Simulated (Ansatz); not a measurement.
# Quasiparticle gap of GaN (P6_3mc)

How far does one-shot GW move the PBE gap of GaN (P6_3mc)?

Calculated with Ansatz 0.2.0; PBE, then G0W0 on it, plane waves, PAW.

The database entry behind the starting cell has ideal inner coordinates that were not refined, so it need not match the best structure at ambient conditions.

**1. Set-up**

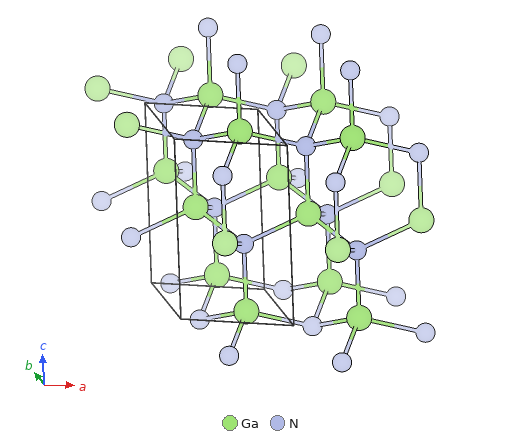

The cell as given, slightly off an axis (gallium green, nitrogen light blue). 2×2×1 cells are drawn. Some periodic images of atoms are drawn too.

Structure file:

```cif
data_structure
_symmetry_space_group_name_H-M 'P 1'
_symmetry_Int_Tables_number 1
_cell_length_a 3.1900
_cell_length_b 3.1900
_cell_length_c 5.1890
_cell_angle_alpha 90.000
_cell_angle_beta 90.000
_cell_angle_gamma 120.000
_cell_volume 45.73
loop_
_atom_site_label
_atom_site_type_symbol
_atom_site_fract_x
_atom_site_fract_y
_atom_site_fract_z
_atom_site_occupancy
Ga1 Ga 0.66667 0.33333 0.00000 1
Ga2 Ga 0.33333 0.66667 0.50000 1
N3 N 0.66667 0.33333 0.37500 1
N4 N 0.33333 0.66667 0.87500 1
```

The cell and positions come from the Crystallography Open Database and are kept as given unless a step says otherwise. The default PAW set here is soft_2. Its files were made with PBE.

**2. Bands along the symmetry lines**

Levels along a band path and on the mesh show where this functional puts the band edges.

This step: DFT, PBE, plane waves, PAW.

input.yaml

```yaml
crystal:
  lattice:
    - [3.19, 0.0, 0.0]
    - [-1.595, 2.7626210381, 0.0]
    - [0.0, 0.0, 5.189]
  atoms:
    - { symbol: Ga, position: [0.6666666667, 0.3333333333, 0.0] }
    - { symbol: Ga, position: [0.3333333333, 0.6666666667, 0.5] }
    - { symbol: "N", position: [0.6666666667, 0.3333333333, 0.375] }
    - { symbol: "N", position: [0.3333333333, 0.6666666667, 0.875] }
kpoints:
  mp_grid: { grid: [12, 12, 4] }
  band_path:
    path:
      - [[0.0, 0.0, 0.0], [0.5, 0.0, 0.0], [0.33333333, 0.33333333, 0.0], [0.0, 0.0, 0.0], [0.0, 0.0, 0.5], [0.5, 0.0, 0.5], [0.33333333, 0.33333333, 0.5], [0.0, 0.0, 0.5]]
      - [[0.5, 0.0, 0.5], [0.5, 0.0, 0.0]]
      - [[0.33333333, 0.33333333, 0.5], [0.33333333, 0.33333333, 0.0]]
    npoints: 10
hamiltonian:
  xc: pbe
scf:
  occupations: { method: fermi_dirac, width: 0.02 }
  n_extra_bands: 5
output:
  eigenvalues: true
  write_density: true
  write_potential: true
  elf: true
  volumetric_format: npy
```

On the command line:

```console
> ansatz run input.yaml --threads 3 --pin off --max-ram 92160MiB --backend cuda --events-out ev --progress --plain --runs-dir out --devices 1 --max-vram 13GiB  # rebuilt from the run's record
```

Numbers of over 12 decimals in the logs are rounded to 6 here.

The program printed:

```text
scf.n_extra_bands = 5 over 18 filled bands (N_el = 36.0): the run solves 23 bands
GPUs: using 1 of 1 available (devices: 1).
Engine: ansatz 0.2.0, x86_64-unknown-linux-gnu
Pseudopotentials: kind: paw
Pseudopotential: Ga, paw, valence charge 13, recommended cutoff 420 eV (normal), Ga.paw.azcp
Pseudopotential: N, paw, valence charge 5, recommended cutoff 420 eV (normal), N.paw.azcp
Functional definition: PBE
  parameter kappa = 0.804
  parameter beta = 0.066725
  exchange = pbe_x(kappa = kappa, mu = beta*pi^2/3)
  correlation = pbe_c(beta = beta)
device memory: the entry about to start is reckoned to put 1.6 GiB on a device that reports 42.0 GiB free (of which the cap on the GPU budget leaves the run 13.0 GiB)
GPU FFT provider: cuFFT
GPU libraries: cuBLAS 13.8.2, cuFFT 12.4.0, cuSOLVER 12.3.4
Crystal: 4 atoms, lattice volume = 45.729 Å³
Basis set: ecut = 420 eV, 917 PW (Γ)
Bands: 23, of which v1, the nominal top of the filled ones, is band 18 counted from 1 (17 counted from 0)
Symmetry: 12 space group operations
Space group: P63mc (ITA 186), of the structure as read, at distance tolerance 3.6e-5 Å
k-points: 57 of 576 (time reversal used)
Non-local potential: Ga, projectors of the file, l = 0: 2, l = 1: 2, l = 2: 3, l = 3: 1
Non-local potential: N, projectors of the file, l = 0: 2, l = 1: 2, l = 2: 1
PAW form: soft (Blöchl's): semilocal exchange-correlation on the pseudo side does not see the compensation charge
PAW one-centre angular grid: Ga, 590 points (default); XC on 64 Gauss nodes
PAW one-centre angular grid: N, 110 points (default); XC on 64 Gauss nodes
Initial density: superposition of atomic densities (neutral atoms: chi_scale 0, normalization atom), corrected by the library's trained network
Initial wavefunctions: pseudopotential atomic-orbital guess
GPU buffer pool allocated for 20736 grid points (all kernels)
GPU transforms: local potential and band sums: pruned to the plane-wave sphere, on 24×24×36
Functional: x = pbe(κ = 0.804, μ = 0.219515), c = pbe(β = 0.066725)
SCF iter   1: F=—  HF=-8335.814833 eV  |F-HF|=—  |Δ(HF+E_count)|=         —  Δρ=8.62e-4  dr2=2.09e-4  ethr=1.77e-3  ⟨swp⟩=4.7  Hψ=5394  notcnv=0
preconditioner: auto → Resta (q_TF=auto, 2.622 Å⁻¹)  ε∞=4.7  [insulator: Δε(μ)=1.883 eV  Ē_g=17.199 eV  σ=0.020 eV  W_gap=1.00  n_scr=22 (ndim 8)  ℏωp=32.9 eV  f_vac=0.009  D(μ)=0.00/eV (n_scr^D=0)  ε∞_Penn≈4.7]
SCF iter   2: F=—  HF=-8335.815407 eV  |F-HF|=—  |Δ(HF+E_count)|=   5.75e-4  Δρ=3.98e-4  dr2=2.57e-5  ethr=5.79e-7  ⟨swp⟩=2.0  Hψ=2877  notcnv=0  defer=6
SCF iter   3: F=—  HF=-8335.815617 eV  |F-HF|=—  |Δ(HF+E_count)|=   2.10e-4  Δρ=1.98e-4  dr2=7.55e-6  ethr=7.15e-8  ⟨swp⟩=2.0  Hψ=2146  notcnv=0  defer=7
SCF iter   4: F=—  HF=-8335.815651 eV  |F-HF|=—  |Δ(HF+E_count)|=   3.35e-5  Δρ=5.54e-5  dr2=9.76e-7  ethr=2.10e-8  ⟨swp⟩=2.0  Hψ=2257  notcnv=0  defer=7
iter 5 did not close the SCF: its close was put off for the readings that it lacked (scf_convergence_deferred on its scf_iter line)
SCF iter   5: F=-8335.815653 eV  HF=-8335.815653 eV  |F-HF|=2.40e-7  |Δ(HF+E_count)|=   2.57e-6  Δρ=1.89e-5  dr2=9.32e-8  ethr=2.71e-9  ⟨swp⟩=2.0  Hψ=2278  notcnv=0  defer=7
SCF iter   6: F=-8335.815653 eV  HF=-8335.815653 eV  |F-HF|=4.25e-9  |Δ(HF+E_count)|=   2.59e-7  Δρ=3.15e-6  dr2=4.01e-9  ethr=2.59e-10  ⟨swp⟩=3.5  Hψ=4904  notcnv=0
SCF 1 converged in 6 iterations: F = -8335.815653 eV  dr2 = 4.01e-9
  greatest PAW one-centre occupation: 0.995 electrons in one spin orbital (limit 2), on the Ga atom at site 1 (counted from 0), in its partial waves of l = 2
device memory: the entry about to start is reckoned to put 1.8 GiB on a device that reports 41.2 GiB free (of which the cap on the GPU budget leaves the run 13.0 GiB)
NSCF: frozen V_eff on 93 k-points, pencils in batches of 32, up to order 104
SCF converged after 6 iterations
Free energy (F): -8335.815653 eV
Harris-Foulkes:  -8335.815653 eV  (|F-HF|=4.25e-9)
Internal energy: -8335.815653 eV  (E = F + TS)
E sigma→0 (E₀):  -8335.815653 eV
Fermi energy:    10.642687 eV
--- Per-component energies (eV) ---
  E_band       = -10.571375
  E_kinetic    = 494.495963
  E_local      = -3905.719153  (includes V_loc(G=0)·N_el)
  E_nonlocal   = 948.829425
  E_hartree    = 1797.550609
  E_xc         = -257.649128
  E_vxc        = -268.353670  (∫ρ·V_xc dr)
  E_paw        = -4240.814950  (= ΣΔE_a)
  E_vpaw       = -874.925938  (= ΣTr[D̂ρ^β])
  E_aug_tail   = 0.000128  (compensation charges beyond the density's cutoff)
  E_ewald      = -3172.508547
  E_smearing   = -0.000000  (= −TS)
  E_closure    = 0.000000  (closes the sum)
  Σ components = -8335.815653   (vs F -8335.815653, Δ=0.00e0)
--- Band table (eV; the first three rows and the last of 57) ---
  k-point 0: bands = [... 14 lower, 8.6450, 9.6255, 9.6893, 9.6893, 11.5790, 13.9333, 18.8698, 19.5672, ... 1 higher]
  k-point 1: bands = [... 14 lower, 8.7916, 8.7916, 9.5298, 9.5298, 12.7765, 14.0368, 18.4838, 19.2478, ... 1 higher]
  k-point 2: bands = [... 14 lower, 9.1543, 9.1543, 9.1543, 9.1543, 13.9149, 13.9149, 18.1697, 18.1697, ... 1 higher]
  k-point 56: bands = [... 14 lower, 5.5172, 5.5172, 8.1971, 8.1971, 16.1055, 16.1055, 16.9860, 16.9860, ... 1 higher]
```

Run time: 6.5 s. Hardware: 1 × NVIDIA H100 80GB HBM3 (shared by 6 runs) with 3 threads of AMD EPYC 7R13 (Zen 3), shared host; peak memory 0.9 GiB.

In the SCF lines HF is the Harris–Foulkes energy and dr2 the Hartree energy of the density residual, in eV; the loop may stop once dr2 is under the threshold and the program's other checks hold. Hψ counts applications of the Hamiltonian.

This step gave:

```yaml
filled_bands: 18
gap: 1.890 eV
valence_top_at: Γ
conduction_bottom_at: Γ
least_direct_gap: 1.890 eV
```

Over mesh and path the gap is 1.890 eV, direct, at k = Γ.

Electronic bands along the path, in eV, zero at the top of the highest nominally filled band:

```tsv
point	band 15	band 16	band 17	band 18	band 19	band 20	band 21	band 22
Γ	-1.04	-0.06	0.00	0.00	1.89	4.24	9.18	9.88
M	-4.23	-2.74	-2.23	-0.98	5.06	5.54	6.04	8.58
K	-5.27	-3.00	-3.00	-2.69	5.13	7.78	7.78	8.39
Γ	-1.04	-0.06	0.00	0.00	1.89	4.24	9.18	9.88
A	-0.54	-0.54	-0.54	-0.54	4.23	4.23	8.48	8.48
L	-1.93	-1.93	-1.91	-1.91	4.39	4.39	7.77	7.77
H	-4.17	-4.17	-1.49	-1.49	6.42	6.42	7.30	7.30
A	-0.54	-0.54	-0.54	-0.54	4.23	4.23	8.48	8.48
jump to L	-1.93	-1.93	-1.91	-1.91	4.39	4.39	7.77	7.77
M	-4.23	-2.74	-2.23	-0.98	5.06	5.54	6.04	8.58
jump to H	-4.17	-4.17	-1.49	-1.49	6.42	6.42	7.30	7.30
K	-5.27	-3.00	-3.00	-2.69	5.13	7.78	7.78	8.39
```

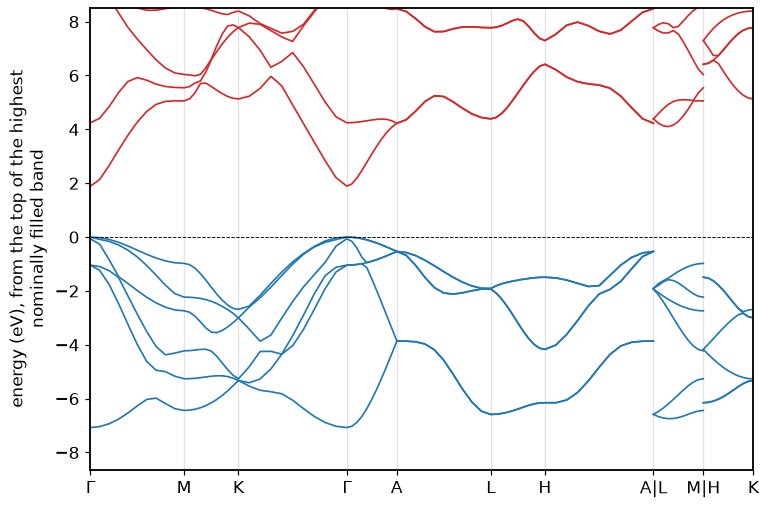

Electronic bands along the path; lines of filled and empty bands in two colours.

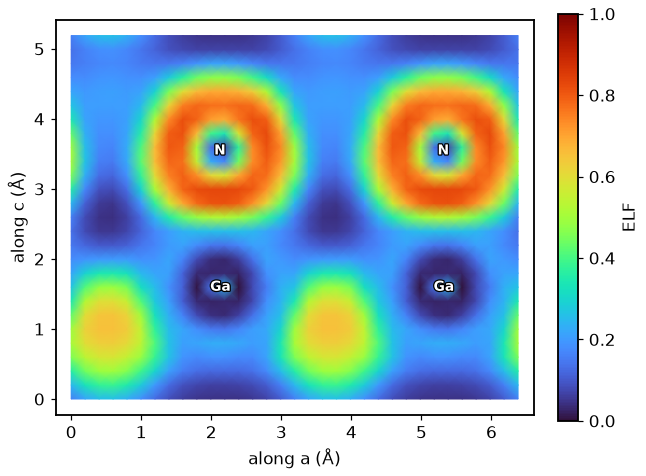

ELF in the ac plane at fractional y = 0.333, with atoms of Ga and N within 0.2 Å of it. It is the smooth field of the valence electrons, not physical close to the nuclei. The map starts off the cell's origin, so that atoms lie inside it.

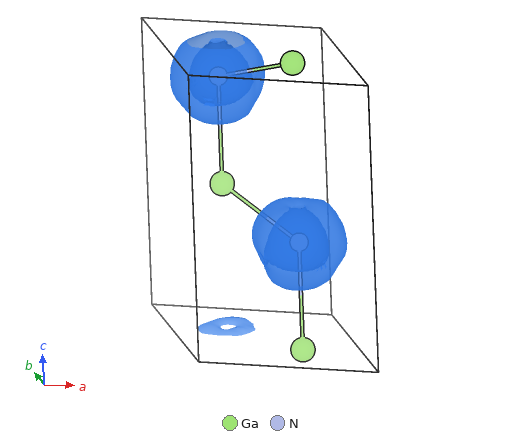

Surface of ELF = 0.77.

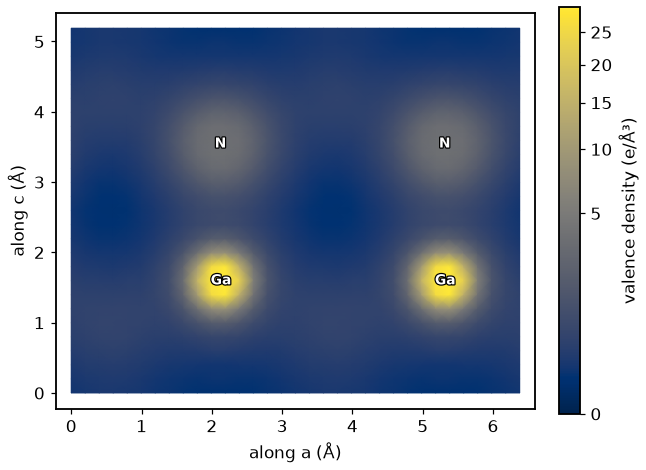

Valence density in the ac plane at fractional y = 0.333, with atoms of Ga and N within 0.2 Å of it. It is the smooth field of the valence electrons, not physical close to the nuclei. The map starts off the cell's origin, so that atoms lie inside it. The colour scale is stretched toward low values.

**3. G0W0 on the 6×6×4 mesh**

G0W0 replaces the xc potential by a self-energy built once from the orbitals of the start. Levels are corrected in the window of bands that the input names, at points of the mesh.

This step: G0W0 on PBE, plane waves, PAW.

input.yaml, the sections that differ from step 2:

```yaml
kpoints:
  mp_grid: { grid: [6, 6, 4] }
scf:
  occupations: { method: fixed }
gw:
  n_empty_bands: 293
  ecut_chi: 200.0
  qp_bands: [v2, c2]
  qp_kpoints: band_edges
  screening: { model: contour_deformation }
# crystal, hamiltonian: as in step 2
# output: removed
```

The program printed:

```text
GPUs: using 1 of 1 available (devices: 1).
[...]
GPU FFT provider: cuFFT
GPU libraries: cuBLAS 13.8.2, cuFFT 12.4.0, cuSOLVER 12.3.4
Crystal: 4 atoms, lattice volume = 45.729 Å³
Basis set: ecut = 420 eV, 917 PW (Γ)
Bands: 22, of which v1, the nominal top of the filled ones, is band 18 counted from 1 (17 counted from 0)
Symmetry: 12 space group operations
[...]
k-points: 21 of 144 (time reversal used)
[...]
GPU buffer pool allocated for 20736 grid points (all kernels)
[...]
SCF iter   1: F=—  HF=-8335.810736 eV  |F-HF|=—  |Δ(HF+E_count)|=         —  Δρ=7.81e-4  dr2=1.40e-4  ethr=1.77e-3  ⟨swp⟩=3.3  Hψ=1750  notcnv=0  defer=13
[...]
SCF iter   6: F=-8335.811409 eV  HF=-8335.811409 eV  |F-HF|=4.83e-9  |Δ(HF+E_count)|=   2.13e-7  Δρ=4.27e-6  dr2=6.44e-9  ethr=2.62e-10  ⟨swp⟩=3.0  Hψ=1789  notcnv=0
SCF 1 converged in 6 iterations: F = -8335.811409 eV  dr2 = 6.44e-9
[...]
NSCF: frozen V_eff on 21 k-points, pencils in batches of 32, up to order 88
the band table was solved once the SCF had ended and its energy, with any forces and stress, was formed, with the checks that follow a solve (1889 applications of the Hamiltonian). They found nothing against the state; the energy, forces and stress were not computed again (output.eigenvalues in the input reference)
[...]
NSCF: frozen V_eff on 21 k-points
G₀W₀ screening: q 1/21
[... further progress lines ...]
SCF converged after 6 iterations
Free energy (F): -8335.811409 eV
[...]
Internal energy: -8335.811409 eV  (E = F + TS)
E sigma→0 (E₀):  -8335.811409 eV
Fermi energy:    9.692075 eV
[...]
--- Band table (eV; the first three rows and the last of 21) ---
  k-point 0: bands = [... 14 lower, 8.6474, 9.6278, 9.6921, 9.6921, 11.5806, 13.9342, 18.8719, 19.5675]
  k-point 1: bands = [... 14 lower, 8.7941, 8.7941, 9.5324, 9.5324, 12.7783, 14.0378, 18.4856, 19.2483]
  k-point 2: bands = [... 14 lower, 9.1568, 9.1568, 9.1568, 9.1568, 13.9164, 13.9164, 18.1708, 18.1708]
  k-point 20: bands = [... 14 lower, 5.5188, 5.5188, 8.1992, 8.1992, 16.1062, 16.1062, 16.9875, 16.9875]
--- G₀W₀: contour deformation, 7 samples at zero and on the imaginary axis and 2 off it, 144 q-points, 293 empty bands' worth ---
  eigenvalues of the whole cell's RPA ε∞ on this k-mesh (on a slab, of 1 + 4πα/V) = 5.9687, 6.0039, 6.0039; static W/v taken at q = 0 is 0.166832
  bands read: the sum over 311 bands ends inside a degenerate multiplet in 8 slots, whose members it reads at an even weight; the widest, k=2: bands 311 to 314 (counted from 1) at 1/4 each
  gw.qp_kpoints: band_edges: 15 of 21 stored k-points solved, in 1 pass; an edge of the gap read off the rows below is read off those points alone
    valence top: of the k-points left out ik 12 came nearest to being solved in a further pass, in band 18 (counted from 1, as in the quasiparticle table): it holds the edge there only if its correction is more favourable than any solved in that band by at least 0.924 eV; those differ by 0.248 eV
    conduction bottom: of the k-points left out ik 12 came nearest to being solved in a further pass, in band 19 (counted from 1, as in the quasiparticle table): it holds the edge there only if its correction is more favourable than any solved in that band by at least 2.808 eV; those differ by 0.408 eV
    ik  band        ε_KS         Σx   Σc(E_QP)       V_xc       Z   E_QP_lin       E_QP  E_QP is
     0    17      9.6921   -23.8523     2.8647   -20.2232  0.7679     8.9190     8.9277  root
     0    18      9.6921   -23.8523     2.8647   -20.2232  0.7679     8.9190     8.9277  root
     0    19     11.5806   -11.5318    -3.8611   -15.7615  0.8031    11.9506    11.9492  root
     0    20     13.9342   -10.1728    -4.6195   -15.2781  0.8097    14.4229    14.4200  root
     1    17      9.5324   -23.7165     2.9107   -20.0228  0.7676     8.7402     8.7495  root
     1    18      9.5324   -23.7165     2.9107   -20.0228  0.7676     8.7402     8.7495  root
     1    19     12.7783   -12.2011    -3.8656   -16.4856  0.7938    13.1992    13.1973  root
     1    20     14.0378   -10.1538    -4.6457   -15.2986  0.8064    14.5399    14.5368  root
     2    17      9.1568   -23.3769     3.0023   -19.5525  0.7667     8.3240     8.3348  root
     2    18      9.1568   -23.3769     3.0023   -19.5525  0.7667     8.3240     8.3348  root
     2    19     13.9164   -10.8533    -4.5115   -15.8803  0.7955    14.4353    14.4318  root
     2    20     13.9164   -10.8533    -4.5115   -15.8803  0.7955    14.4353    14.4318  root
     3    17      9.3416   -23.3861     2.8864   -19.7063  0.7677     8.5386     8.5482  root
     3    18      9.4554   -23.6096     2.9230   -19.8972  0.7674     8.6565     8.6661  root
     3    19     13.1071   -12.0107    -3.9771   -16.4345  0.7927    13.5561    13.5539  root
     3    20     15.2102   -10.4432    -4.8595   -15.8901  0.7985    15.8025    15.7976  root
     4    17      8.9767   -23.1163     2.9901   -19.2909  0.7668     8.1301     8.1414  root
     4    18      9.2447   -23.4126     2.9721   -19.6279  0.7670     8.4217     8.4321  root
     4    19     13.6835   -11.5171    -4.2238   -16.2238  0.7910    14.1693    14.1664  root
     4    20     15.2762   -10.4244    -4.9133   -15.9381  0.7942    15.8819    15.8766  root
     5    17      8.7641   -22.9721     3.0776   -19.0357  0.7657     7.8930     7.9054  root
     5    18      8.7641   -22.9721     3.0776   -19.0357  0.7657     7.8930     7.9054  root
     5    19     14.8185   -10.7499    -4.7252   -16.0394  0.7869    15.3875    15.3828  root
     5    20     14.8185   -10.7499    -4.7252   -16.0394  0.7869    15.3875    15.3828  root
     6    17      8.4010   -22.3461     3.0500   -18.4138  0.7658     7.5051     7.5188  root
     6    18      8.9570   -23.1146     3.0394   -19.2382  0.7659     8.1087     8.1201  root
     6    19     14.5454   -10.0758    -4.5916   -15.1407  0.7968    15.0217    15.0187  root
     6    20     15.4141    -9.5371    -4.7863   -14.8118  0.8087    15.9059    15.9026  root
     7    17      8.5016   -22.6771     3.1001   -18.7038  0.7649     7.6153     7.6284  root
     7    18      8.6803   -22.8508     3.0942   -18.8934  0.7652     7.8045     7.8171  root
     7    19     14.0971    -9.4131    -4.4539   -14.2487  0.8077    14.4806    14.4788  root
     7    20     15.3922    -8.9546    -4.7240   -14.0915  0.8066    15.8076    15.8052  root
     8    17      8.0713   -22.2996     3.2220   -18.1646  0.7627     7.1429     7.1583  root
     8    18      8.0713   -22.2996     3.2220   -18.1646  0.7627     7.1429     7.1583  root
     8    19     14.5510    -9.1963    -4.4977   -14.0636  0.8073    14.9223    14.9206  root
     8    20     14.5510    -9.1963    -4.4977   -14.0636  0.8073    14.9223    14.9206  root
     9    17      7.4599   -21.4052     3.2092   -17.2322  0.7626     6.4774     6.4962  root
     9    18      8.7133   -22.8661     3.0896   -18.9197  0.7651     7.8443     7.8566  root
     9    19     14.7464    -8.6086    -4.4828   -13.3919  0.8184    15.0480    15.0469  root
     9    20     15.2347   -10.2766    -4.7642   -15.5669  0.7977    15.7649    15.7609  root
[...]
17    17      8.0266   -22.1210     3.1720   -18.0502  0.7628     7.1130     7.1277  root
    17    18      8.0266   -22.1210     3.1720   -18.0502  0.7628     7.1130     7.1277  root
    17    19     15.1106    -9.5032    -4.5714   -14.4774  0.8042    15.5157    15.5135  root
    17    20     15.1106    -9.5032    -4.5714   -14.4774  0.8042    15.5157    15.5135  root
    18    17      6.6890   -21.3885     3.5156   -16.8725  0.7537     5.6654     5.6885  root
    18    18      7.0043   -21.7032     3.4998   -17.1906  0.7566     5.9688     5.9914  root
    18    19     14.8204    -7.4354    -4.2407   -11.8328  0.8206    14.9773    14.9769  root
    18    20     17.4703   -11.2738    -5.7471   -17.8980  0.7649    18.3641    18.3475  root
    20    17      8.1992   -22.2730     3.1548   -18.2362  0.7630     7.3036     7.3173  root
    20    18      8.1992   -22.2730     3.1548   -18.2362  0.7630     7.3036     7.3173  root
    20    19     16.1062    -9.5272    -4.9331   -14.9663  0.8045    16.6161    16.6123  root
    20    20     16.1062    -9.5272    -4.9331   -14.9663  0.8045    16.6161    16.6123  root
```

Elapsed: 31 s, on 1 × NVIDIA H100 80GB HBM3 (shared by 6 runs) with 3 threads; peak memory 1.5 GiB; 52 s of CPU time.

Numbers from this step:

| Item | Value |
| --- | --- |
| bands summed | 311 |
| RPA ε∞ on this mesh (eigenvalues) | 5.969, 6.004, 6.004 |
| plane waves in the screening matrix | 311 |
| q-points in the mesh | 144 |
| G0W0 gap over the corrected points | 3.022 eV |
| k of the valence top | 0, 0, 0 |
| k of the conduction bottom | 0, 0, 0 |
| starting gap on the mesh | 1.889 eV |
| Z at the valence top | 0.7679 |
| Z at the conduction bottom | 0.8031 |
| least direct G0W0 gap over the corrected points | 3.022 eV |

Over 15 of 21 irreducible mesh points the G0W0 gap is 3.022 eV, direct, at k = Γ. The PBE gap of this run on the mesh is 1.889 eV. The two states that bound the G0W0 gap lie that far apart at the start, so the correction of the gap is 3.022 − 1.889 = +1.133 eV. The start of this run differs from the step before in mesh (12×12×4 and 6×6×4).

Labels follow the order of the start: v1 is the top filled band, c1 the lowest empty one; levels that stay degenerate share a row, the window can cut a multiplet, doubted levels are not marked in this list, bands outside the window were not corrected, and the list may be a part of the corrected levels. The levels before and after the correction (eV, zero at the valence-band top of each column):

```tsv
	conduction bottom	valence top
Kohn-Sham	1.89	0.00
G0W0	3.02	0.00
```

```tsv
	level	occupation	energy (eV)
Kohn-Sham	Γ v2-v1	2	0.000
Kohn-Sham	Γ c1	0	1.889
Kohn-Sham	Γ c2	0	4.242
G0W0	Γ v2-v1	2	0.000
G0W0	Γ c1	0	3.022
G0W0	Γ c2	0	5.492
```

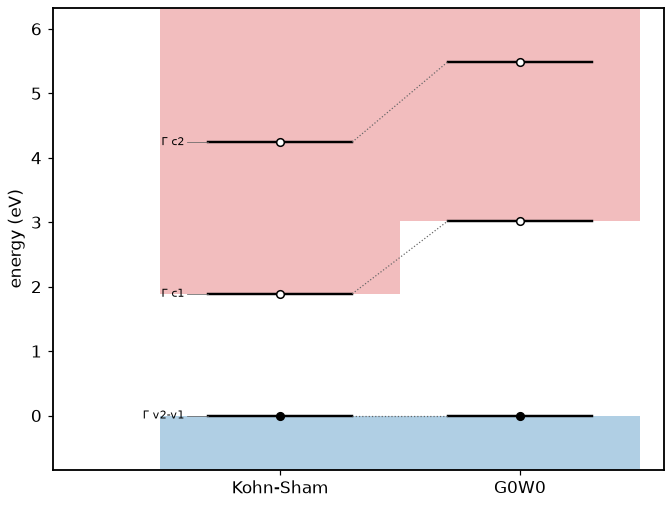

Levels before and after the correction. Shaded: valence and conduction bands. Filled marks are occupied levels, open marks empty ones.

The parts of the quasiparticle energy for the two states that bound the G0W0 gap, in eV on the run's own scale (QP = start + Σx + Σc − Vxc, with Σc at the quasiparticle energy):

```tsv
edge	k	band	start	Σx	Σc	Vxc	Z	QP
valence top	Γ	17	9.692	−23.852	2.865	−20.223	0.768	8.928
conduction bottom	Γ	19	11.581	−11.532	−3.861	−15.761	0.803	11.949
```

[end of part 1 of 2]

[Paths, hosts, dates, memory and timing lines, banners, echoed tables and standing remarks are left out of the program output.]

[Logs are printed without paths, hosts, clocks, repeated set-up lines and the standing remarks that a program may print on its own settings, such as how far it seeks lower states.]

[Runs of the session that timed out or met a known fault of the program may be left out.]

[Cells called generated may have been cut or substituted from an entry of the Crystallography Open Database or the Materials Project.]

[Hosts, paths, dates, database ids (printed as entryN), source tags and the programs' standing remarks are cut or masked in the printed files.]

[Where an RPA ε∞ is given, it is that of the G0W0 mesh and is not shown converged in it. Names of k-points follow the symmetry that the program found, which can be lower than the space group named. Band edges on a path are those of the sampled points; other points can move an edge, and change direct to indirect where valleys lie close.]

[Hybrid gaps are those of their k-mesh and are not shown converged in it.]
